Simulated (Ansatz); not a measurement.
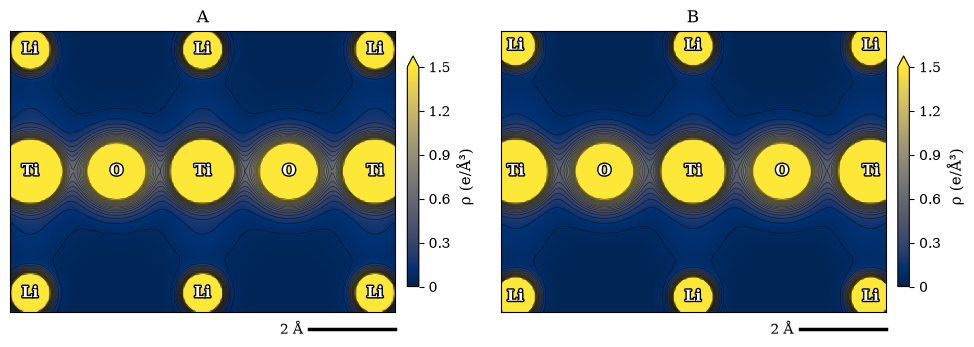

Li3TiO3. The valence electron density of two cells that differ in size, on the (110) plane of each (indices in the axes of the calculation cell), at one length scale and on one colour scale: B has 10.1 Å³ an atom and A 9.2.

All numbers below come from DFT PBE, scalar-relativistic, plane waves, PAW in Ansatz 0.2.0.

The density is the valence pseudo-density of a PAW calculation; it isn't the true density close to the nuclei.

The larger cell:

```xyz
7
Lattice="4.1317 0.0000 0.0000 0.0000 4.1317 0.0000 0.0000 0.0000 4.1317" Properties=species:S:1:pos:R:3 pbc="T T T"
Li    0.0000    2.0658    2.0658
Li    2.0658    0.0000    2.0658
Li    2.0658    2.0658    0.0000
Ti    0.0000    0.0000    0.0000
O     2.0658    0.0000    0.0000
O     0.0000    2.0658    0.0000
O     0.0000    0.0000    2.0658
```

The smaller cell: a = 4.011 Å, b = 4.011 Å, c = 4.011 Å, α = 90.00°, β = 90.00°, γ = 90.00°.

Question: What changes from the larger cell to the smaller?

Answer: From the larger cell to the smaller, Ti–O goes from 2.07 to 2.01 Å, and the density at its midpoint from 0.52 to 0.6 e/Å³; the pressure goes from −7 to 4.3 GPa.
